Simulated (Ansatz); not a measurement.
# CH3B (triplet): B2PLYP, PBE-QIDH over a scan of the distance B1–C2, cc-pVDZ, part 2 of 2

Ansatz 0.2.0, Gaussian basis; cc-pVDZ, all electrons in the functionals, frozen cores in the correlation of double hybrids and RPA.

## (13) PBE-QIDH, 1.217 Å

The input, in.yaml:

```yaml
crystal:
  periodic: [false, false, false]
  atoms:
    - {symbol: B, position_ang: [0.000000, -0.141833, 0.664211]}
    - {symbol: C, position_ang: [0.000000, 0.048026, -0.537888]}
    - {symbol: H, position_ang: [0.000000, 0.668675, 1.540481]}
    - {symbol: H, position_ang: [0.000000, 1.041325, -0.990574]}
    - {symbol: H, position_ang: [0.000000, -0.761002, -1.264598]}
basis:
  gaussian: {orbitals: cc-pVDZ}
magnetization: {spin_polarized: true, initial_magnetization: 2}
hamiltonian: {xc: {name: PBE-QIDH}}
correlation: {electrons: outside_noble_gas}
```

Run with:

```sh
> ansatz run in.yaml --threads 1 --pin off --events-out ev --progress --plain --max-ram 2393MiB
```

The program printed, cut to the lines that bear on the results:

```text
Functional definition: PBE-QIDH
  name "PBE-QIDH"
  cite "Brémond, Sancho-García, Pérez-Jiménez & Adamo, J. Chem. Phys. 141, 031101 (2014) doi:10.1063/1.4890314"
  cite "Perdew, Burke & Ernzerhof, Phys. Rev. Lett. 77, 3865 (1996) doi:10.1103/PhysRevLett.77.3865"
[...]
392 factors; integrals over basis functions are off by at most 1.2e-3 eV
[...]
mean field -1750.76949790 eV, -64.3395923337 hartree, gradient 2.2e-6 eV, S^2 2.004401; 0 other end points of the search recorded, 0 dependent functions left out
2 core orbitals not correlated: weight in the atoms' cores, before any rotation towards them, 1.000 or more for the frozen orbitals, at most 0.000 for the correlated occupied ones
reference -1750.76950656 eV, -64.3395926520 hartree; 6, 4 occupied and 35, 37 virtual orbitals, 392 factors
second order -5.37198190 eV of doubles, -0.00000000 eV of singles
Total energy: -1752.56016720 eV, -64.4053982165 hartree
```

Wall time 0.9 s (1 thread of Arm Neoverse V2, shared host).

From the report: ⟨S²⟩ of the determinant 2.004 (pure triplet: 2.00).

## (14) PBE-QIDH, 1.358 Å

The input, in.yaml:

```yaml
crystal:
  periodic: [false, false, false]
  atoms:
    - {symbol: B, position_ang: [0.000000, -0.153771, 0.739796]}
    - {symbol: C, position_ang: [0.000000, 0.058085, -0.601577]}
    - {symbol: H, position_ang: [0.000000, 0.656737, 1.616066]}
    - {symbol: H, position_ang: [0.000000, 1.051384, -1.054263]}
    - {symbol: H, position_ang: [0.000000, -0.750943, -1.328287]}
basis:
  gaussian: {orbitals: cc-pVDZ}
magnetization: {spin_polarized: true, initial_magnetization: 2}
hamiltonian: {xc: {name: PBE-QIDH}}
correlation: {electrons: outside_noble_gas}
```

Launched as before.

The program printed, cut to the lines that bear on the results:

```text
Functional definition: PBE-QIDH
  name "PBE-QIDH"
  cite "Brémond, Sancho-García, Pérez-Jiménez & Adamo, J. Chem. Phys. 141, 031101 (2014) doi:10.1063/1.4890314"
  cite "Perdew, Burke & Ernzerhof, Phys. Rev. Lett. 77, 3865 (1996) doi:10.1103/PhysRevLett.77.3865"
[...]
392 factors; integrals over basis functions are off by at most 1.3e-3 eV
[...]
mean field -1752.68553391 eV, -64.4100053582 hartree, gradient 7.0e-6 eV, S^2 2.004346; 0 other end points of the search recorded, 0 dependent functions left out
2 core orbitals not correlated: weight in the atoms' cores, before any rotation towards them, 1.000 or more for the frozen orbitals, at most 0.000 for the correlated occupied ones
reference -1752.68554290 eV, -64.4100056886 hartree; 6, 4 occupied and 35, 37 virtual orbitals, 392 factors
second order -5.40052292 eV of doubles, -0.00000000 eV of singles
Total energy: -1754.48571721 eV, -64.4761608742 hartree
```

It took 0.9 s on 1 thread of Arm Neoverse V2, shared host.

From the report: ⟨S²⟩ of the determinant 2.004 (pure triplet: 2.00).

## (15) PBE-QIDH, 1.511 Å

The input, in.yaml:

```yaml
crystal:
  periodic: [false, false, false]
  atoms:
    - {symbol: B, position_ang: [0.000000, -0.166725, 0.821814]}
    - {symbol: C, position_ang: [0.000000, 0.069000, -0.670687]}
    - {symbol: H, position_ang: [0.000000, 0.643783, 1.698084]}
    - {symbol: H, position_ang: [0.000000, 1.062299, -1.123373]}
    - {symbol: H, position_ang: [0.000000, -0.740028, -1.397397]}
basis:
  gaussian: {orbitals: cc-pVDZ}
magnetization: {spin_polarized: true, initial_magnetization: 2}
hamiltonian: {xc: {name: PBE-QIDH}}
correlation: {electrons: outside_noble_gas}
```

The command is unchanged.

The program printed, cut to the lines that bear on the results:

```text
Functional definition: PBE-QIDH
  name "PBE-QIDH"
  cite "Brémond, Sancho-García, Pérez-Jiménez & Adamo, J. Chem. Phys. 141, 031101 (2014) doi:10.1063/1.4890314"
  cite "Perdew, Burke & Ernzerhof, Phys. Rev. Lett. 77, 3865 (1996) doi:10.1103/PhysRevLett.77.3865"
[...]
393 factors; integrals over basis functions are off by at most 1.1e-3 eV
[...]
mean field -1753.20764116 eV, -64.4291924458 hartree, gradient 3.1e-6 eV, S^2 2.004666; 0 other end points of the search recorded, 0 dependent functions left out
2 core orbitals not correlated: weight in the atoms' cores, before any rotation towards them, 1.000 or more for the frozen orbitals, at most 0.000 for the correlated occupied ones
reference -1753.20765030 eV, -64.4291927818 hartree; 6, 4 occupied and 35, 37 virtual orbitals, 393 factors
second order -5.44115491 eV of doubles, -0.00000000 eV of singles
Total energy: -1755.02136861 eV, -64.4958457000 hartree
```

Wall time 0.9 s (1 thread of Arm Neoverse V2, shared host).

From the report: ⟨S²⟩ of the determinant 2.005 (pure triplet: 2.00).

## (16) PBE-QIDH, 1.692 Å

The input, in.yaml:

```yaml
crystal:
  periodic: [false, false, false]
  atoms:
    - {symbol: B, position_ang: [0.000000, -0.182049, 0.918841]}
    - {symbol: C, position_ang: [0.000000, 0.081913, -0.752442]}
    - {symbol: H, position_ang: [0.000000, 0.628459, 1.795111]}
    - {symbol: H, position_ang: [0.000000, 1.075212, -1.205128]}
    - {symbol: H, position_ang: [0.000000, -0.727115, -1.479152]}
basis:
  gaussian: {orbitals: cc-pVDZ}
magnetization: {spin_polarized: true, initial_magnetization: 2}
hamiltonian: {xc: {name: PBE-QIDH}}
correlation: {electrons: outside_noble_gas}
```

Launched as before.

The program printed, cut to the lines that bear on the results:

```text
Functional definition: PBE-QIDH
  name "PBE-QIDH"
  cite "Brémond, Sancho-García, Pérez-Jiménez & Adamo, J. Chem. Phys. 141, 031101 (2014) doi:10.1063/1.4890314"
  cite "Perdew, Burke & Ernzerhof, Phys. Rev. Lett. 77, 3865 (1996) doi:10.1103/PhysRevLett.77.3865"
[...]
394 factors; integrals over basis functions are off by at most 1.2e-3 eV
[...]
mean field -1752.83698825 eV, -64.4155712026 hartree, gradient 5.4e-6 eV, S^2 2.005482; 0 other end points of the search recorded, 0 dependent functions left out
2 core orbitals not correlated: weight in the atoms' cores, before any rotation towards them, 1.000 or more for the frozen orbitals, at most 0.000 for the correlated occupied ones
reference -1752.83699739 eV, -64.4155715383 hartree; 6, 4 occupied and 35, 37 virtual orbitals, 394 factors
second order -5.49126224 eV of doubles, -0.00000000 eV of singles
Total energy: -1754.66741813 eV, -64.4828382601 hartree
```

It took 0.87 s on 1 thread of Arm Neoverse V2, shared host.

From the report: ⟨S²⟩ of the determinant 2.005 (pure triplet: 2.00).

From 1.511 Å: +8.2 kcal/mol.

## (17) PBE-QIDH, 1.853 Å

The input, in.yaml:

```yaml
crystal:
  periodic: [false, false, false]
  atoms:
    - {symbol: B, position_ang: [0.000000, -0.195680, 1.005147]}
    - {symbol: C, position_ang: [0.000000, 0.093398, -0.825165]}
    - {symbol: H, position_ang: [0.000000, 0.614828, 1.881417]}
    - {symbol: H, position_ang: [0.000000, 1.086697, -1.277851]}
    - {symbol: H, position_ang: [0.000000, -0.715630, -1.551875]}
basis:
  gaussian: {orbitals: cc-pVDZ}
magnetization: {spin_polarized: true, initial_magnetization: 2}
hamiltonian: {xc: {name: PBE-QIDH}}
correlation: {electrons: outside_noble_gas}
```

Same command.

The program printed, cut to the lines that bear on the results:

```text
Functional definition: PBE-QIDH
  name "PBE-QIDH"
  cite "Brémond, Sancho-García, Pérez-Jiménez & Adamo, J. Chem. Phys. 141, 031101 (2014) doi:10.1063/1.4890314"
  cite "Perdew, Burke & Ernzerhof, Phys. Rev. Lett. 77, 3865 (1996) doi:10.1103/PhysRevLett.77.3865"
[...]
394 factors; integrals over basis functions are off by at most 1.2e-3 eV
[...]
mean field -1752.13554087 eV, -64.3897934870 hartree, gradient 3.4e-6 eV, S^2 2.007181; 0 other end points of the search recorded, 0 dependent functions left out
2 core orbitals not correlated: weight in the atoms' cores, before any rotation towards them, 1.000 or more for the frozen orbitals, at most 0.000 for the correlated occupied ones
reference -1752.13554999 eV, -64.3897938219 hartree; 6, 4 occupied and 35, 37 virtual orbitals, 394 factors
second order -5.52792208 eV of doubles, -0.00000000 eV of singles
Total energy: -1753.97819068 eV, -64.4575096185 hartree
```

It took 0.9 s on 1 thread of Arm Neoverse V2, shared host.

From the report: ⟨S²⟩ of the determinant 2.007 (pure triplet: 2.00).

From 1.511 Å: +24.1 kcal/mol.

## (18) PBE-QIDH, 2.125 Å

The input, in.yaml:

```yaml
crystal:
  periodic: [false, false, false]
  atoms:
    - {symbol: B, position_ang: [0.000000, -0.218710, 1.150956]}
    - {symbol: C, position_ang: [0.000000, 0.112803, -0.948025]}
    - {symbol: H, position_ang: [0.000000, 0.591798, 2.027226]}
    - {symbol: H, position_ang: [0.000000, 1.106102, -1.400711]}
    - {symbol: H, position_ang: [0.000000, -0.696225, -1.674735]}
basis:
  gaussian: {orbitals: cc-pVDZ}
magnetization: {spin_polarized: true, initial_magnetization: 2}
hamiltonian: {xc: {name: PBE-QIDH}}
correlation: {electrons: outside_noble_gas}
```

Same command.

The program printed, cut to the lines that bear on the results:

```text
Functional definition: PBE-QIDH
  name "PBE-QIDH"
  cite "Brémond, Sancho-García, Pérez-Jiménez & Adamo, J. Chem. Phys. 141, 031101 (2014) doi:10.1063/1.4890314"
  cite "Perdew, Burke & Ernzerhof, Phys. Rev. Lett. 77, 3865 (1996) doi:10.1103/PhysRevLett.77.3865"
[...]
395 factors; integrals over basis functions are off by at most 1.3e-3 eV
[...]
mean field -1750.79551576 eV, -64.3405484724 hartree, gradient 3.3e-6 eV, S^2 2.023869; 0 other end points of the search recorded, 0 dependent functions left out
2 core orbitals not correlated: weight in the atoms' cores, before any rotation towards them, 1.000 or more for the frozen orbitals, at most 0.000 for the correlated occupied ones
reference -1750.79552502 eV, -64.3405488128 hartree; 6, 4 occupied and 35, 37 virtual orbitals, 395 factors
second order -5.53679615 eV of doubles, -0.00000000 eV of singles
Total energy: -1752.64112374 eV, -64.4083733147 hartree
```

Run time: 0.93 s. Hardware: 1 thread of Arm Neoverse V2, shared host.

From the report: ⟨S²⟩ of the determinant 2.024 (pure triplet: 2.00).

From 1.511 Å: +54.9 kcal/mol.

## (19) PBE-QIDH, 2.404 Å

The input, in.yaml:

```yaml
crystal:
  periodic: [false, false, false]
  atoms:
    - {symbol: B, position_ang: [0.000000, -0.242331, 1.300518]}
    - {symbol: C, position_ang: [0.000000, 0.132707, -1.074048]}
    - {symbol: H, position_ang: [0.000000, 0.568177, 2.176788]}
    - {symbol: H, position_ang: [0.000000, 1.126006, -1.526734]}
    - {symbol: H, position_ang: [0.000000, -0.676321, -1.800758]}
basis:
  gaussian: {orbitals: cc-pVDZ}
magnetization: {spin_polarized: true, initial_magnetization: 2}
hamiltonian: {xc: {name: PBE-QIDH}}
correlation: {electrons: outside_noble_gas}
```

Launched as before.

The program printed, cut to the lines that bear on the results:

```text
Functional definition: PBE-QIDH
  name "PBE-QIDH"
  cite "Brémond, Sancho-García, Pérez-Jiménez & Adamo, J. Chem. Phys. 141, 031101 (2014) doi:10.1063/1.4890314"
  cite "Perdew, Burke & Ernzerhof, Phys. Rev. Lett. 77, 3865 (1996) doi:10.1103/PhysRevLett.77.3865"
[...]
395 factors; integrals over basis functions are off by at most 1.4e-3 eV
[...]
mean field -1749.68215559 eV, -64.2996332408 hartree, gradient 5.6e-6 eV, S^2 2.158682; 2 other end points of the search recorded, 0 dependent functions left out
2 core orbitals not correlated: weight in the atoms' cores, before any rotation towards them, 1.000 or more for the frozen orbitals, at most 0.000 for the correlated occupied ones
reference -1749.68216510 eV, -64.2996335904 hartree; 6, 4 occupied and 35, 37 virtual orbitals, 395 factors
second order -5.20536676 eV of doubles, -0.00000000 eV of singles
Total energy: -1751.41728736 eV, -64.3633981570 hartree
```

It took 1.1 s on 1 thread of Arm Neoverse V2, shared host.

From the report: ⟨S²⟩ of the determinant 2.159 (pure triplet: 2.00).

From 1.511 Å: +83.1 kcal/mol.

## (20) PBE-QIDH, 2.775 Å

The input, in.yaml:

```yaml
crystal:
  periodic: [false, false, false]
  atoms:
    - {symbol: B, position_ang: [0.000000, -0.273742, 1.499398]}
    - {symbol: C, position_ang: [0.000000, 0.159174, -1.241626]}
    - {symbol: H, position_ang: [0.000000, 0.536766, 2.375668]}
    - {symbol: H, position_ang: [0.000000, 1.152473, -1.694312]}
    - {symbol: H, position_ang: [0.000000, -0.649854, -1.968336]}
basis:
  gaussian: {orbitals: cc-pVDZ}
magnetization: {spin_polarized: true, initial_magnetization: 2}
hamiltonian: {xc: {name: PBE-QIDH}}
correlation: {electrons: outside_noble_gas}
```

Launched as before.

The program printed, cut to the lines that bear on the results:

```text
Functional definition: PBE-QIDH
  name "PBE-QIDH"
  cite "Brémond, Sancho-García, Pérez-Jiménez & Adamo, J. Chem. Phys. 141, 031101 (2014) doi:10.1063/1.4890314"
  cite "Perdew, Burke & Ernzerhof, Phys. Rev. Lett. 77, 3865 (1996) doi:10.1103/PhysRevLett.77.3865"
[...]
395 factors; integrals over basis functions are off by at most 1.4e-3 eV
[...]
mean field -1748.97835596 eV, -64.2737690813 hartree, gradient 4.3e-6 eV, S^2 2.345155; 5 other end points of the search recorded, 0 dependent functions left out
2 core orbitals not correlated: weight in the atoms' cores, before any rotation towards them, 1.000 or more for the frozen orbitals, at most 0.000 for the correlated occupied ones
reference -1748.97836587 eV, -64.2737694458 hartree; 6, 4 occupied and 35, 37 virtual orbitals, 395 factors
second order -4.70694140 eV of doubles, -0.00000000 eV of singles
Total energy: -1750.54734634 eV, -64.3314284145 hartree
```

Wall time 3 s (1 thread of Arm Neoverse V2, shared host).

From the report: ⟨S²⟩ of the determinant 2.345 (pure triplet: 2.00).

From 1.511 Å: +103.2 kcal/mol.

## (21) PBE-QIDH, 3.252 Å

The input, in.yaml:

```yaml
crystal:
  periodic: [false, false, false]
  atoms:
    - {symbol: B, position_ang: [0.000000, -0.314128, 1.755100]}
    - {symbol: C, position_ang: [0.000000, 0.193203, -1.457083]}
    - {symbol: H, position_ang: [0.000000, 0.496380, 2.631370]}
    - {symbol: H, position_ang: [0.000000, 1.186502, -1.909769]}
    - {symbol: H, position_ang: [0.000000, -0.615825, -2.183793]}
basis:
  gaussian: {orbitals: cc-pVDZ}
magnetization: {spin_polarized: true, initial_magnetization: 2}
hamiltonian: {xc: {name: PBE-QIDH}}
correlation: {electrons: outside_noble_gas}
```

Launched as before.

The program printed, cut to the lines that bear on the results:

```text
Functional definition: PBE-QIDH
  name "PBE-QIDH"
  cite "Brémond, Sancho-García, Pérez-Jiménez & Adamo, J. Chem. Phys. 141, 031101 (2014) doi:10.1063/1.4890314"
  cite "Perdew, Burke & Ernzerhof, Phys. Rev. Lett. 77, 3865 (1996) doi:10.1103/PhysRevLett.77.3865"
[...]
397 factors; integrals over basis functions are off by at most 1.3e-3 eV
[...]
mean field -1748.71158755 eV, -64.2639655231 hartree, gradient 8.8e-6 eV, S^2 2.379207; 6 other end points of the search recorded, 0 dependent functions left out
2 core orbitals not correlated: weight in the atoms' cores, before any rotation towards them, 1.000 or more for the frozen orbitals, at most 0.000 for the correlated occupied ones
reference -1748.71159803 eV, -64.2639659083 hartree; 6, 4 occupied and 35, 37 virtual orbitals, 397 factors
second order -4.54088068 eV of doubles, -0.00000000 eV of singles
Total energy: -1750.22522492 eV, -64.3195906707 hartree
```

Wall time 4 s (1 thread of Arm Neoverse V2, shared host).

From the report: ⟨S²⟩ of the determinant 2.379 (pure triplet: 2.00).

From 1.511 Å: +110.6 kcal/mol.

## (22) PBE-QIDH, 4.115 Å

The input, in.yaml:

```yaml
crystal:
  periodic: [false, false, false]
  atoms:
    - {symbol: B, position_ang: [0.000000, -0.387194, 2.217723]}
    - {symbol: C, position_ang: [0.000000, 0.254770, -1.846894]}
    - {symbol: H, position_ang: [0.000000, 0.423314, 3.093993]}
    - {symbol: H, position_ang: [0.000000, 1.248069, -2.299580]}
    - {symbol: H, position_ang: [0.000000, -0.554258, -2.573604]}
basis:
  gaussian: {orbitals: cc-pVDZ}
magnetization: {spin_polarized: true, initial_magnetization: 2}
hamiltonian: {xc: {name: PBE-QIDH}}
correlation: {electrons: outside_noble_gas}
```

Launched as before.

The program printed, cut to the lines that bear on the results:

```text
Functional definition: PBE-QIDH
  name "PBE-QIDH"
  cite "Brémond, Sancho-García, Pérez-Jiménez & Adamo, J. Chem. Phys. 141, 031101 (2014) doi:10.1063/1.4890314"
  cite "Perdew, Burke & Ernzerhof, Phys. Rev. Lett. 77, 3865 (1996) doi:10.1103/PhysRevLett.77.3865"
[...]
397 factors; integrals over basis functions are off by at most 1.3e-3 eV
[...]
mean field -1748.62872013 eV, -64.2609202016 hartree, gradient 9.5e-7 eV, S^2 2.367089; 4 other end points of the search recorded, 0 dependent functions left out
2 core orbitals not correlated: weight in the atoms' cores, before any rotation towards them, 1.000 or more for the frozen orbitals, at most 0.000 for the correlated occupied ones
reference -1748.62873106 eV, -64.2609206034 hartree; 6, 4 occupied and 35, 37 virtual orbitals, 397 factors
second order -4.49991181 eV of doubles, -0.00000000 eV of singles
Total energy: -1750.12870166 eV, -64.3160435063 hartree
```

Run time: 3.4 s. Hardware: 1 thread of Arm Neoverse V2, shared host.

From the report: ⟨S²⟩ of the determinant 2.367 (pure triplet: 2.00).

From 1.511 Å: +112.8 kcal/mol.

## (23) PBE-QIDH, 5.174 Å

The input, in.yaml:

```yaml
crystal:
  periodic: [false, false, false]
  atoms:
    - {symbol: B, position_ang: [0.000000, -0.476855, 2.785414]}
    - {symbol: C, position_ang: [0.000000, 0.330319, -2.325236]}
    - {symbol: H, position_ang: [0.000000, 0.333653, 3.661684]}
    - {symbol: H, position_ang: [0.000000, 1.323618, -2.777922]}
    - {symbol: H, position_ang: [0.000000, -0.478709, -3.051946]}
basis:
  gaussian: {orbitals: cc-pVDZ}
magnetization: {spin_polarized: true, initial_magnetization: 2}
hamiltonian: {xc: {name: PBE-QIDH}}
correlation: {electrons: outside_noble_gas}
```

The command is unchanged.

The program printed, cut to the lines that bear on the results:

```text
Functional definition: PBE-QIDH
  name "PBE-QIDH"
  cite "Brémond, Sancho-García, Pérez-Jiménez & Adamo, J. Chem. Phys. 141, 031101 (2014) doi:10.1063/1.4890314"
  cite "Perdew, Burke & Ernzerhof, Phys. Rev. Lett. 77, 3865 (1996) doi:10.1103/PhysRevLett.77.3865"
[...]
397 factors; integrals over basis functions are off by at most 1.3e-3 eV
[...]
mean field -1748.62089429 eV, -64.2606326073 hartree, gradient 1.7e-9 eV, S^2 2.365964; 6 other end points of the search recorded, 0 dependent functions left out
2 core orbitals not correlated: weight in the atoms' cores, before any rotation towards them, 1.000 or more for the frozen orbitals, at most 0.000 for the correlated occupied ones
reference -1748.62090615 eV, -64.2606330430 hartree; 6, 4 occupied and 35, 37 virtual orbitals, 397 factors
second order -4.49194663 eV of doubles, -0.00000000 eV of singles
Total energy: -1750.11822169 eV, -64.3156583743 hartree
```

Wall time 6.5 s (1 thread of Arm Neoverse V2, shared host).

From the report: ⟨S²⟩ of the determinant 2.366 (pure triplet: 2.00).

From 1.511 Å: +113.1 kcal/mol.

## (24) Against the wave-function levels

The yardstick is UCCSDT(Q), where the cluster series has nearly closed. It comes from earlier runs at the same points. Energies in kcal/mol, counted from 1.511 Å; blanks weren't run or aren't comparable.

| level | 1.217 Å | 1.358 Å | 1.511 Å | 1.692 Å | 1.853 Å | 2.125 Å | 2.404 Å | 2.775 Å | 3.252 Å | 4.115 Å | 5.174 Å |
| --- | --- | --- | --- | --- | --- | --- | --- | --- | --- | --- | --- |
| UCCSDT(Q) | 61.3 | 14.5 | 0.0 | 6.0 | 20.2 | 47.9 | 72.3 |  | 98.0 | 98.4 | 98.4 |
| B2PLYP | 56.6 | 12.5 | 0.0 | 7.5 | 22.5 | 51.8 | 78.6 | 99.7 | 107.9 | 110.4 | 110.6 |
| PBE-QIDH | 56.8 | 12.4 | 0.0 | 8.2 | 24.1 | 54.9 | 83.1 | 103.2 | 110.6 | 112.8 | 113.1 |

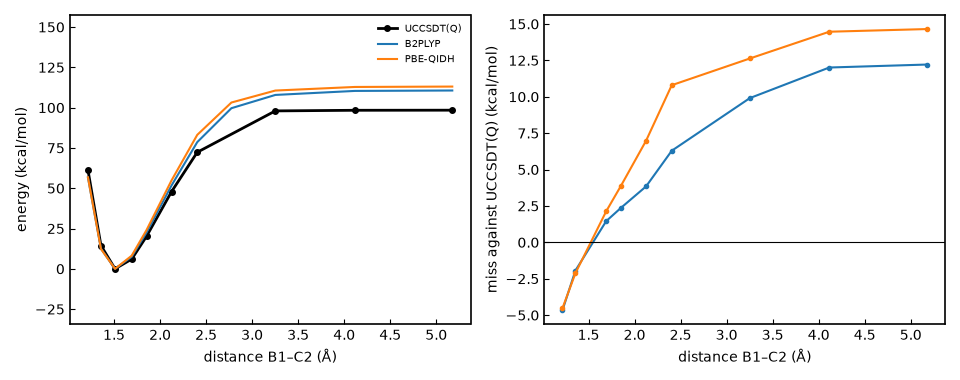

Left: the curves (the axis may cut off levels that run far away). Right: misses against UCCSDT(Q), in the same colours.

Largest miss and mean time a point (UCCSDT(Q) took 27 s a point; shared hosts):

| level | largest miss (kcal/mol) | where | time a point |
| --- | --- | --- | --- |
| B2PLYP | +12.2 | 5.174 Å | 2.3 s |
| PBE-QIDH | +14.7 | 5.174 Å | 2.1 s |

## (25) Summary of results

This closing draws on all 2 parts.

| quantity | value |
| --- | --- |
| span of the UCCSDT(Q) curve (points where it is known) | 98.4 kcal/mol |
| largest miss, B2PLYP | +12.2 kcal/mol (5.174 Å) |
| largest miss, PBE-QIDH | +14.7 kcal/mol (5.174 Å) |

What this shows: Misses are known at 9 of 10 points at best, and only functionals with that many are ranked. Of the functionals, B2PLYP keep the smallest largest miss at the points compared (at most 12.2 kcal/mol) and PBE-QIDH strays most (14.7 kcal/mol, at 5.174 Å). B2PLYP, PBE-QIDH clearly break the spin symmetry at some points (⟨S²⟩ up to 0.38 above the pure value), so energy there is bought with a mixed spin. Functionals and the yardstick converge differently with the basis, so part of each miss in cc-pVDZ is the basis.
